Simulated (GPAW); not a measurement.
The N K edge of atom 5 in ZrBrN (Pmmn), with 4 Zr at 2.12 Å (4-fold, site symmetry mm2), was computed in 2 ways: full core hole (charged cell) and no core hole. Program and functional: GPAW, LDA, Gaussian full width 0.9 eV up to 4 eV, rising linearly to 3.5 eV at 25 eV; cells of 6 and 24 atoms (the run without a hole in the smaller).

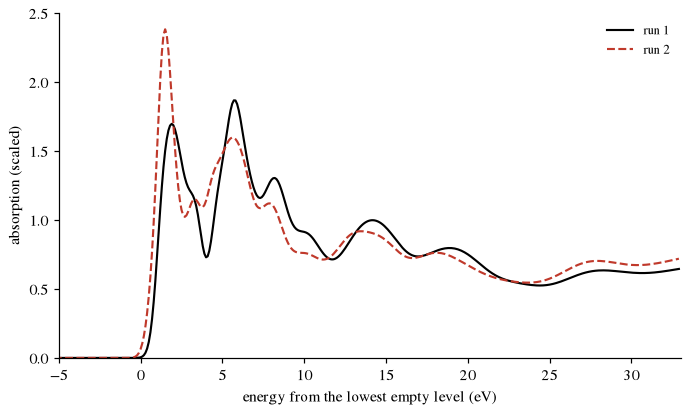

Each run is counted from its own lowest empty level or Fermi level and scaled to a mean of 1 over its first 20 eV.

Q: Which run is which?

Run 1: no core hole (area from −2 to 6 eV 6.8, main maxima 1.9 eV (1.70), 5.7 eV (1.87), 8.2 eV (1.31) and 14.2 eV (1.00)). Run 2: full core hole (charged cell) (area from −2 to 6 eV 7.9, main maxima 1.5 eV (2.38), 3.3 eV (1.15), 5.6 eV (1.60) and 13.5 eV (0.92)). With each curve scaled to its own mean, the area from −2 to 6 eV with the hole is 7.9 against 6.8, and the centre of weight from −1 to 20 eV moves by -0.5 eV: the hole pulls the absorber's empty states down.

[Hosts, paths, dates, database ids (printed as entryN), source tags and the programs' standing remarks are cut or masked in the printed files.]

[Lists of maxima count a maximum above −3 eV only where it reaches 4 % of the highest in the window and stands out from its surroundings by 2 % of it (1.5 % where it reaches 55 %); shoulders and weaker maxima are passed over, and of the rest the first, up to two pre-edge ones and the few strongest are named.]
